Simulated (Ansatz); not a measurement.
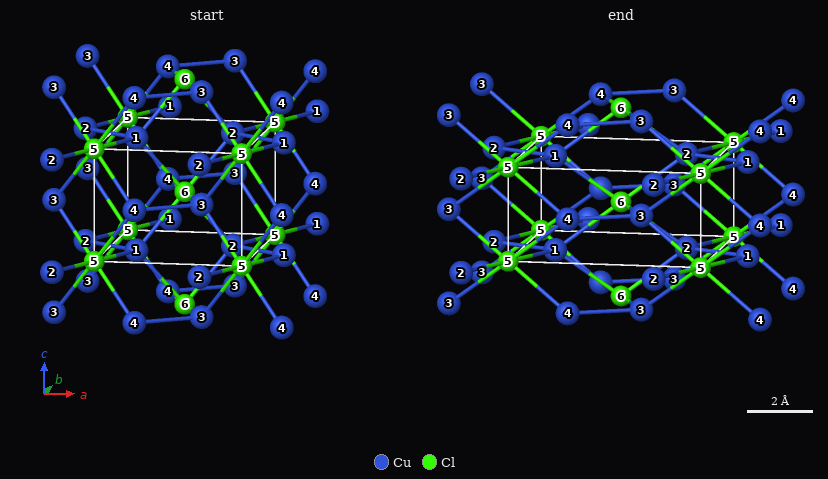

The structure of crystalline Cu2Cl (built on the marcasite_58 type) (coarse preliminary run) before (left) and after (right) a relaxation, at one scale.

The picture is a ball-and-stick view of the cell of the calculation, seen slightly off an axis.

Case: marcasite type (Pnnm, No. 58).

Theory: DFT PBE, scalar-relativistic, plane waves, PAW (Ansatz 0.2.0). Settings: plane-wave cutoff 420 eV; k-point mesh 4 × 4 × 6; occupations gaussian; smearing width 0.1 eV; no spin polarisation; cell and atoms relaxed; force threshold 0.04 eV/Å; at most 70 steps.

> Summarise the run.

After 13 accepted moves (17 points after the start) the energy has fallen by 0.871 eV per cell of the calculation. Largest force component: 0.34 eV/Å at the start, 0.004 eV/Å at the end. The pressure goes from 9.58 to 0.01 GPa. The line search rejected the trial step at point 7 of the run. The SCF was repeated 3 times at an unchanged geometry on a basis and grid sized afresh for the cell, which shifted the energy by 55.0 meV per cell of the calculation at most. The largest moves relative to the cell, 0.21 Å, are those of Cu1, Cu2, Cu3 and Cu4. Cu1 goes along [−1 1 0]. Cl stays in place. Cell: a 4.657 → 6.081 Å (+30.6 %), b 5.684 → 5.608 Å (−1.3 %), c 3.549 → 2.968 Å (−16.4 %). Volume +7.7 %. Some distances before and after: Cu1–Cl6 2.360 → 2.528 Å, Cu1–Cl5 2.346 → 2.505 Å, Cu1–Cu2 2.321 → 2.385 Å. Among the angles between lasting bonds that change: Cu1–Cl6–Cu2 82.5° → 108.1°, Cu1–Cl6–Cu1 97.5° → 71.9°, Cl6–Cu2–Cl6 97.5° → 71.9°. The space group stays Pnnm (No. 58). The run took 3.2 min on 1 thread of Arm Neoverse V2 (shared host), peak memory 0.45 GiB.
